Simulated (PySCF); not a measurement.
## Electronic structure of C8H15B in real space

```yaml
atoms:
  - { symbol: C, position_ang: [-3.3925, -0.0086, -1.3177] }
  - { symbol: C, position_ang: [-2.6870, -0.1473, -0.1942] }
  - { symbol: C, position_ang: [-1.5980, 0.7665, 0.2679] }
  - { symbol: C, position_ang: [-0.2388, 0.0797, 0.4514] }
  - { symbol: C, position_ang: [0.7773, 1.0135, 1.1149] }
  - { symbol: B, position_ang: [2.2753, 0.5710, 1.0306] }
  - { symbol: C, position_ang: [2.7167, -0.4514, -0.0658] }
  - { symbol: C, position_ang: [1.5877, -1.2890, -0.6665] }
  - { symbol: C, position_ang: [0.3065, -0.4846, -0.8607] }
  - { symbol: H, position_ang: [-3.2103, 0.8263, -2.0025] }
  - { symbol: H, position_ang: [-4.1776, -0.7173, -1.5944] }
  - { symbol: H, position_ang: [-2.9023, -1.0022, 0.4615] }
  - { symbol: H, position_ang: [-1.4887, 1.6096, -0.4373] }
  - { symbol: H, position_ang: [-1.8906, 1.2086, 1.2381] }
  - { symbol: H, position_ang: [-0.3944, -0.7806, 1.1322] }
  - { symbol: H, position_ang: [0.7973, 1.9838, 0.5654] }
  - { symbol: H, position_ang: [0.4723, 1.3002, 2.1361] }
  - { symbol: H, position_ang: [3.1090, 1.1199, 1.7237] }
  - { symbol: H, position_ang: [3.1304, 0.2351, -0.8405] }
  - { symbol: H, position_ang: [3.5867, -1.0584, 0.2352] }
  - { symbol: H, position_ang: [1.8970, -1.7410, -1.6237] }
  - { symbol: H, position_ang: [1.3688, -2.1376, 0.0061] }
  - { symbol: H, position_ang: [-0.4638, -1.1105, -1.3390] }
  - { symbol: H, position_ang: [0.4929, 0.3532, -1.5606] }
```

Geometry: PBE0-D3(BJ)/def2-SVP.

Theory: PBE0/pcSseg-1, SCF density, gas phase, non-relativistic in PySCF 2.14.0.

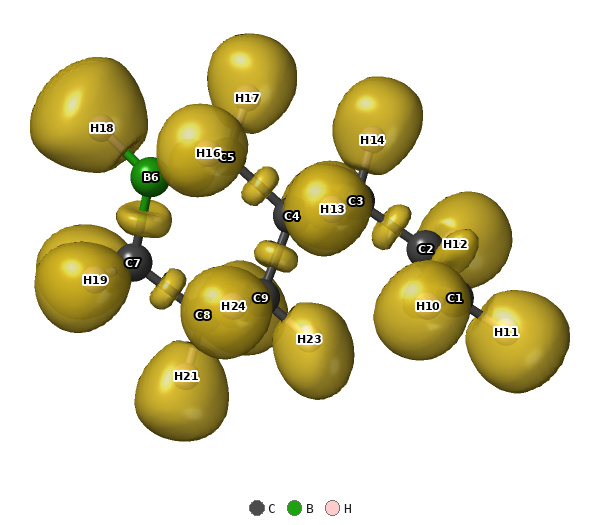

Figure 1. Isosurface of the electron localisation function at 0.85 (yellow), seen at a tilt. Only the valence region is drawn (cores and ρ < 0.01 e/Å³ removed).

Where are the electrons localised?

The ELF exceeds this value in two regions between bonded B–C atoms (shared pairs), seven regions between bonded C–C atoms (shared pairs) and 15 regions around hydrogen nuclei. Along the contacts the grid gives the following. C–C (1.33 Å): the ELF peaks at about 0.90 between the atoms; a multiple bond. C–B (1.56 Å): the ELF peaks at about 0.95 between the atoms: a covalent bond.

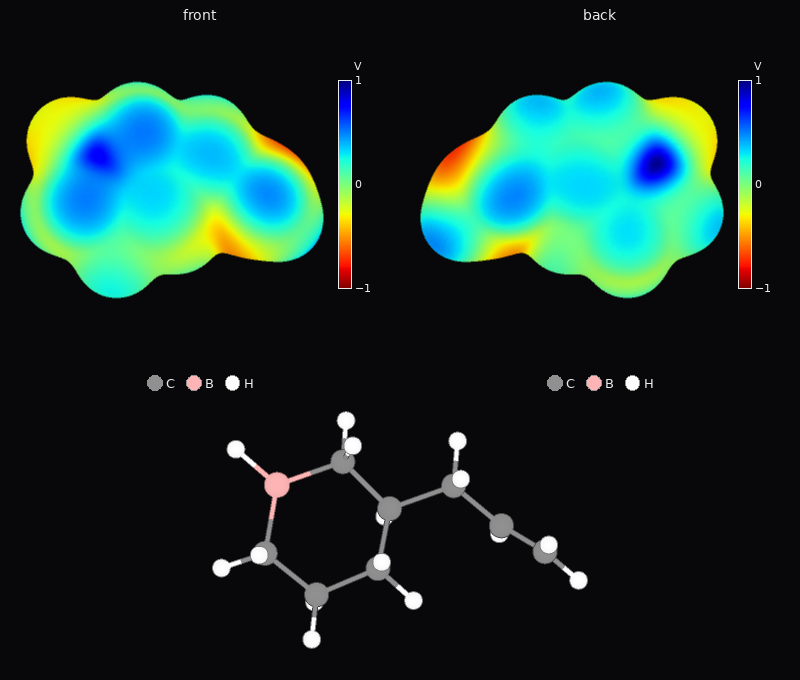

Figure 2. The electrostatic potential painted on the density surface at 0.001 e/bohr³, seen from the front and from behind; red is negative and blue positive. The bare structure is drawn below in the same view.

Describe the electrostatic potential map.

The most negative region (about −0.7 V) lies over the π face of C1 and C2, the most positive (about +0.8 V) over B6.

How polar is the molecule by this calculation?

Its dipole moment is 0.19 D.

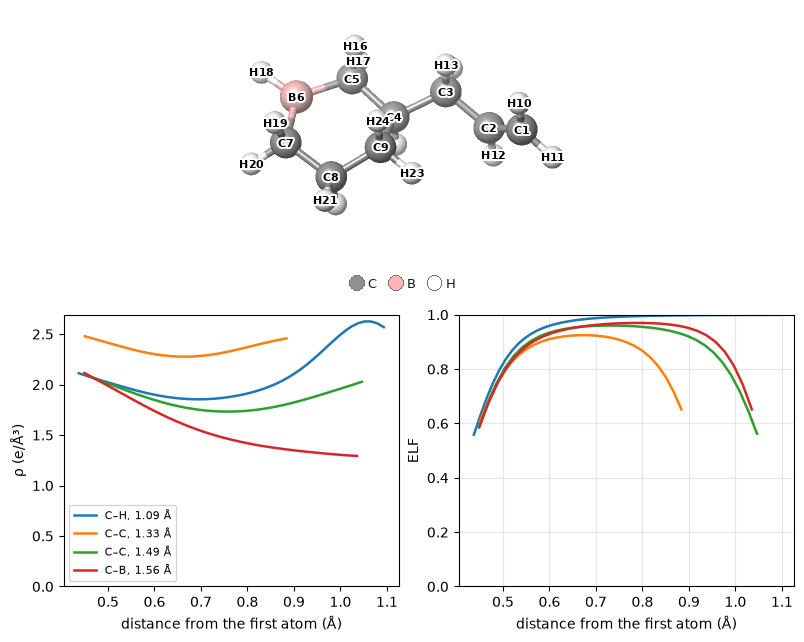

Figure 3. Total electron density and electron localisation function along straight lines between neighbouring atoms. The curves leave out the atomic cores. The structure is drawn too.

What can be read from the curves?

C–H (1.09 Å): the density is about 2 e/Å³ at the midpoint; the ELF climbs to about 1 towards the hydrogen, as it does in any bond to H (an ordinary covalent bond to hydrogen).
C–C (1.33 Å): the density is about 2.3 e/Å³ at the midpoint; the ELF peaks at about 0.90 between the atoms: a multiple bond.
C–C (1.49 Å): ρ at the midpoint is about 1.7 e/Å³; the ELF peaks at about 0.95 between the atoms: a covalent bond.
C–B (1.56 Å): ρ is about 1.4 e/Å³ halfway; the ELF peaks at about 0.95 between the atoms: a covalent bond.
